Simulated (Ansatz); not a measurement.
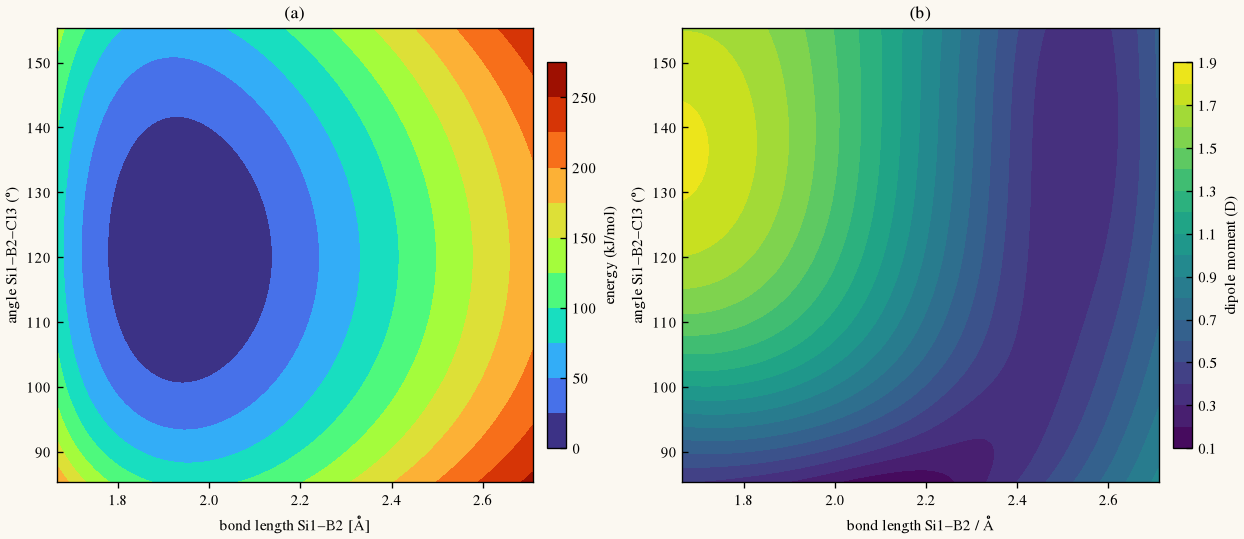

BClH3Si, SMILES [SiH2]BCl, spin multiplicity 2. 
- First axis: bond length Si1–B2. Second axis: angle Si1–B2–Cl3.
- Nothing is relaxed (all other coordinates rigid).
- The grid has 9 × 9 points.
- All energies are given in kJ/mol relative to the relaxed molecule at the same level.
- Computed with Ansatz, UKS PBE0-D4/def2-TZVP.

Panel (a) is the energy and panel (b) the computed dipole moment on the same grid.

In the figure: filled contours. Between grid points the surface is interpolated.

Question: How does the dipole moment vary over the map, and what is it at the lowest grid point?

Answer: Leaving out the highest fifth of the energies, it runs from 0.13 D at bond length Si1–B2 = 2.187 Å, angle Si1–B2–Cl3 = 85.3° to 1.82 D at bond length Si1–B2 = 1.665 Å, angle Si1–B2–Cl3 = 137.8°. At the lowest grid point, bond length Si1–B2 = 1.926 Å, angle Si1–B2–Cl3 = 120.3°, it is 1.45 D.
